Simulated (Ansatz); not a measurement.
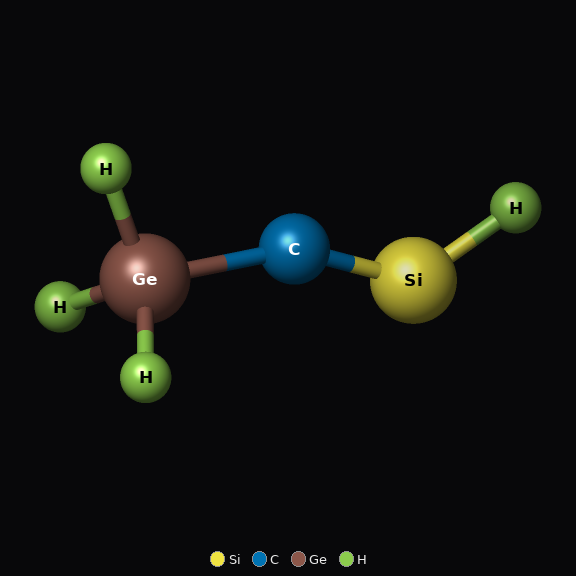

The picture shows a molecular structure as a ball-and-stick model.

The computed structure is the end point of a PBE0-D4/def2-TZVP optimisation. No frequency run is at hand to confirm it as a minimum.

What does the picture show?

Formula CH4GeSi. Coordination: 1 Si bent; 1 C bent; 1 Ge tetrahedral.

More results for the same structure follow; atom numbers are the same in all pictures, views and colours differ.

**Electronic properties**

No frequency run is at hand to confirm it as a minimum. Properties computed with RKS PBE0-D4/def2-TZVPP (Ansatz 0.2.0).

Predict the main results.

- HOMO energy (Kohn–Sham orbital): −6.81 eV
- LUMO energy (Kohn–Sham orbital): −3.09 eV
- HOMO–LUMO gap: 3.71 eV
- dispersion correction: −12.0 kJ/mol

**Dipole moment**

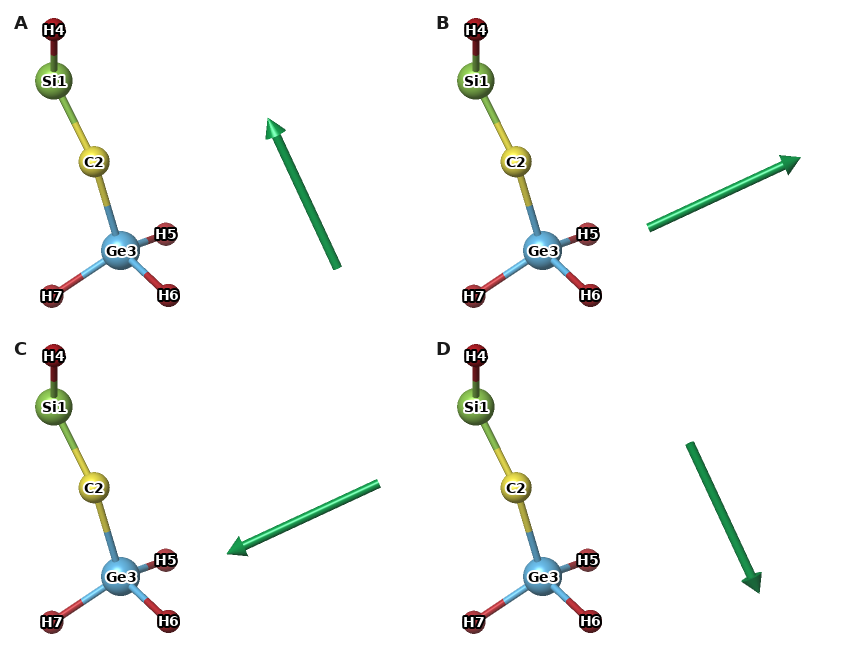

The same molecule four times, each with an arrow. No frequency run is at hand to confirm it as a minimum. Method: RKS PBE0-D4/def2-TZVP (Ansatz 0.2.0).

Question: Which arrow points along the dipole moment, from the negative to the positive end?

Answer: A. The dipole moment is 1.43 D; it points from the side of H6 to the side of H4 (the outermost atoms at the two ends).

**Charges**

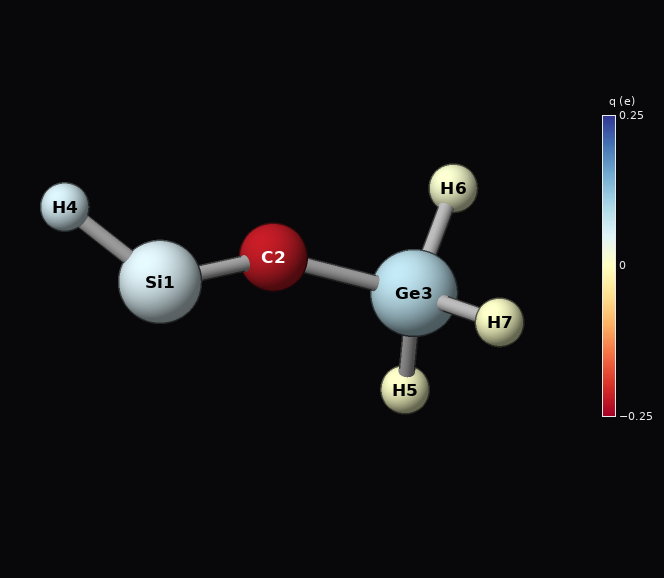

Atoms are coloured by their Mulliken charges. No frequency run is at hand to confirm it as a minimum. Level of theory: RKS PBE0-D4/def2-TZVP (Ansatz 0.2.0).

Question: Which atom carries the highest charge (most positive or least negative)?

Answer: Ge3 (0.08 e).

Question: And the lowest?

Answer: C2 (−0.22 e).

Give the Mulliken charges atom by atom.

| atom | value (e) |
| --- | --- |
| Si1 | 0.05 |
| C2 | −0.22 |
| Ge3 | 0.08 |
| H4 | 0.06 |
| H5 | 0.01 |
| H6 | 0.01 |
| H7 | 0.01 |

Mulliken values depend strongly on the basis set and can even reverse the polarity of a bond.
